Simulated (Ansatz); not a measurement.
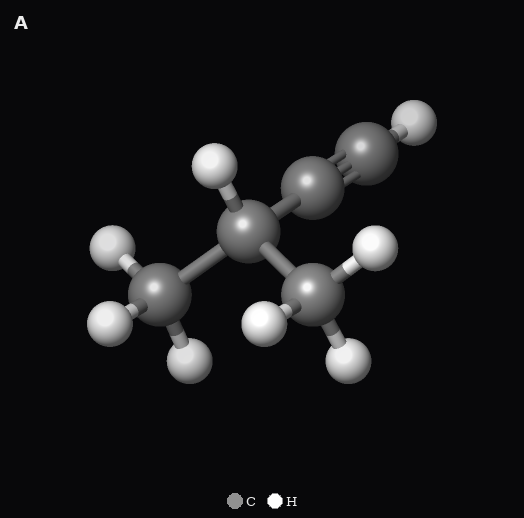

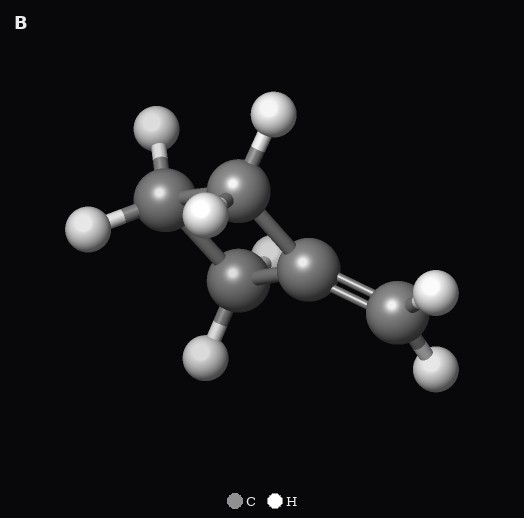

2 stationary structures of one formula. Geometries: PBE-D4/def2-SVP. Electronic energies: PBE-D4/def2-SVP (Ansatz 0.2.0), without zero-point energy. No frequency run is at hand to confirm each as a minimum.

### Which structure is the most stable?

B is lowest; A lies 54.4 kJ/mol above it. A is `C#CC(C)C`, B is `C=C1CCC1`.
